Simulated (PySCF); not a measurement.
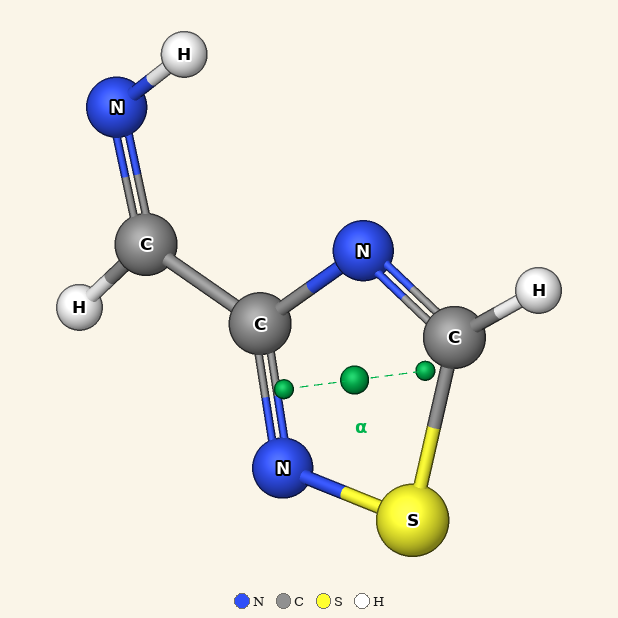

The small points mark where nucleus-independent chemical shifts (NICS) were computed: at the centre of each lettered ring and 1 Å above and below it. Geometry: a frame of a GFN2-xTB molecular-dynamics simulation, not a minimum. Properties computed with GIAO PBE0/pcSseg-1 NMR shielding, non-relativistic, gas phase (PySCF 2.14.0).

Give NICS(0), NICS(1) and the out-of-plane component NICS(1)zz for each ring (means of the two sides).

| ring | members | NICS(0) | NICS(1) | NICS(1)zz |
| --- | --- | --- | --- | --- |
| α | C2N2S | −14.4 | −13.3 | −33.1 |

Values in ppm.

Question. What do the values say about the ring currents?

Answer. Ring α: diatropic, as in an aromatic ring. NICS is one index among several.
